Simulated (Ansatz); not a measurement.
# H3S2Si2 (SMILES [SiH3][Si](=S)[S-]) (charge −1): what the fields show

The calculation's input:

```
crystal:
  periodic: [false, false, false]
  atoms:
    - {symbol: S, position_ang: [-1.888716, -0.807349, -2.511134]}
    - {symbol: S, position_ang: [1.129305, 1.397005, -2.674979]}
    - {symbol: Si, position_ang: [-0.261874, 0.298379, 0.556847]}
    - {symbol: Si, position_ang: [-0.329809, 0.285452, -1.807394]}
    - {symbol: H, position_ang: [-1.274552, 1.275060, 1.118066]}
    - {symbol: H, position_ang: [1.069503, 0.707954, 1.146803]}
    - {symbol: H, position_ang: [-0.609915, -1.038656, 1.172976]}
basis:
  gaussian:
    orbitals: def2-TZVPD
total_charge: -1
hamiltonian:
  xc: pbe0
output: {forces: true, orbitals: {seedname: orbitals}}
```

Command:

```sh
ansatz run input.yaml --threads 2 --pin off --max-ram 4350MiB --events-out events.jsonl --progress --plain --runs-dir runs
```

Geometry: PBE-D3(BJ)/def2-SVPD.

Computed with isolated molecule in a Gaussian basis; Kohn-Sham density functional theory, functional PBE0 in Ansatz.

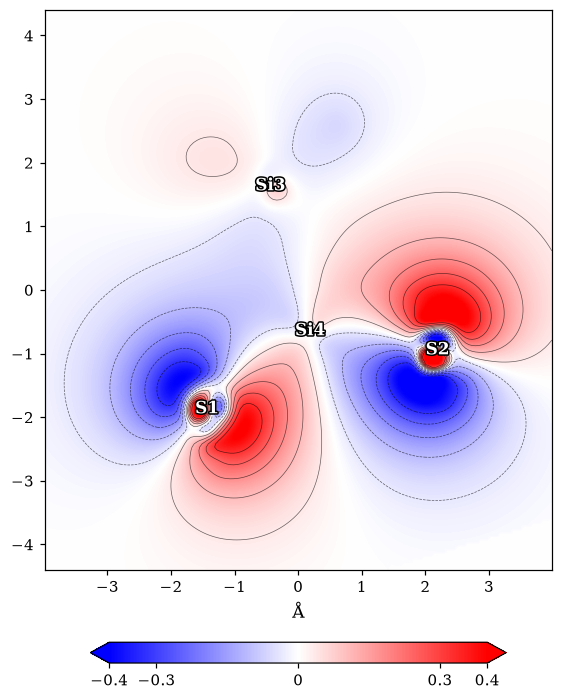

Figure 1. The HOMO−1 on the plane of atoms S1, Si4 and S2 (values in Å⁻³ᐟ²; the overall sign is arbitrary).

**What is the character of this orbital?**

Its weight (Hirshfeld) is mainly on S2 (about 50 %) and S1 (about 35 %); largely a combination of lone pairs on S2 and S1. Its energy is −2.33 eV.

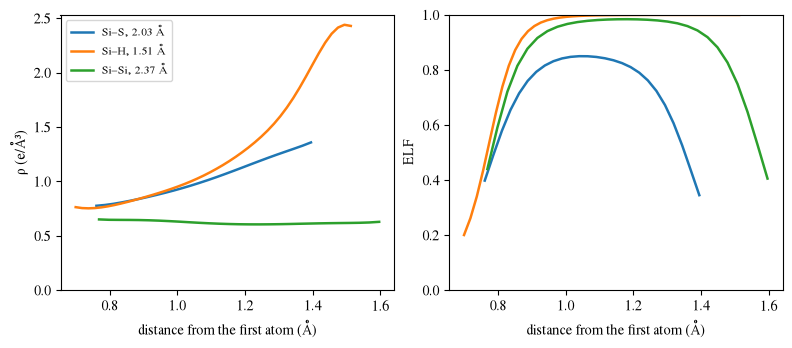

Figure 2. Electron density and electron localisation function along straight lines between neighbouring atoms. The curves leave out the atomic cores.

**Compare the contacts.**

Si–S (2.03 Å): the density is about 0.94 e/Å³ at the midpoint; the ELF peaks at about 0.85 between the atoms, as expected for a covalent bond.
Si–H (1.51 Å): the density is about 0.75 e/Å³ at the midpoint; the ELF climbs to about 1 towards the hydrogen, as it does in any bond to H.
Si–Si (2.37 Å): the density is about 0.61 e/Å³ at the midpoint; the ELF peaks at about 1 between the atoms; a covalent bond.

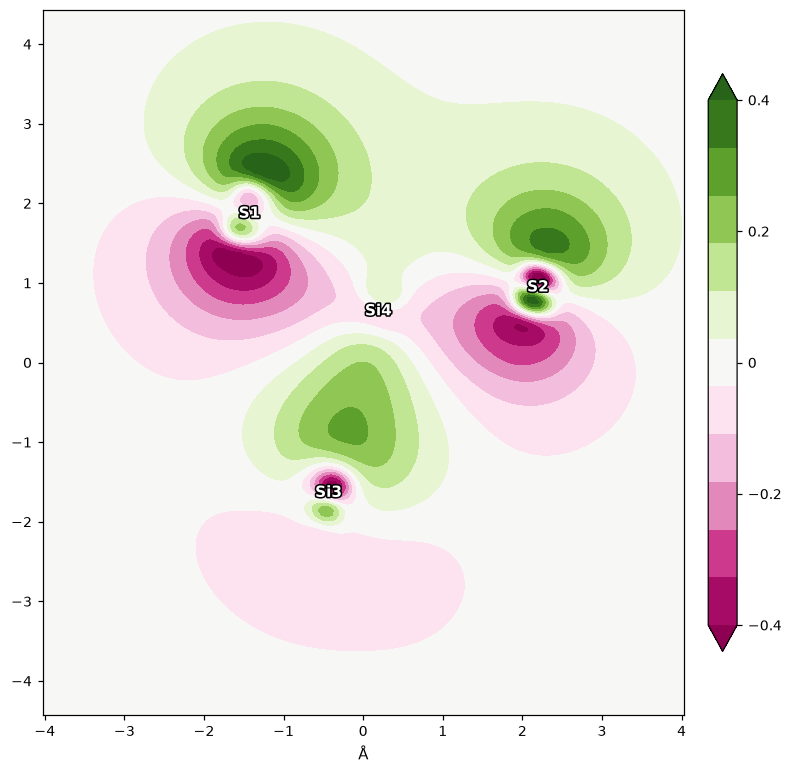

Figure 3. The HOMO on the plane of atoms S1, Si4 and Si3 (values in Å⁻³ᐟ²; the overall sign is arbitrary).

**What is the character of this orbital?**

Its weight (Hirshfeld) is mainly on S1 (about 45 %), S2 (about 30 %), Si4 (about 15 %) and Si3 (about 10 %); largely a combination of lone pairs on S1 and S2. Its energy is −2.32 eV.
